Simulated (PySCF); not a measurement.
Li(OH2)4, H8LiO4 (cation, charge +1), SMILES [OH2]->[Li+](<-[OH2])(<-[OH2])<-[OH2], singlet at its B3LYP/def2-SVP optimised geometry (Å):

```
13

Li    -0.5329    -0.9993     0.0000
O     -1.0999    -1.9077     1.6082
H     -0.9508    -1.7092     2.5433
H     -1.6317    -2.7166     1.5957
O     -1.1916    -2.0190    -1.4958
H     -2.0006    -1.8428    -1.9968
H     -0.6929    -2.6598    -2.0222
O     -1.3823     0.7316     0.0000
H     -2.0173     1.0202     0.6710
H     -1.2117     1.5124    -0.5454
O      1.3957    -0.9993     0.0000
H      2.0173    -0.4461    -0.4938
H      1.9397    -1.5124     0.6144
```

Calculation: B3LYP/def2-TZVP in PySCF.

Map of the Laplacian of the electron density (e/bohr⁵) on the plane z = 0.8 Å:

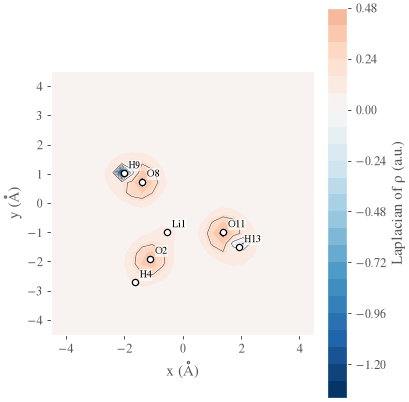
Figure. Laplacian of the electron density (e/bohr⁵) on the plane z = 0.8 Å.
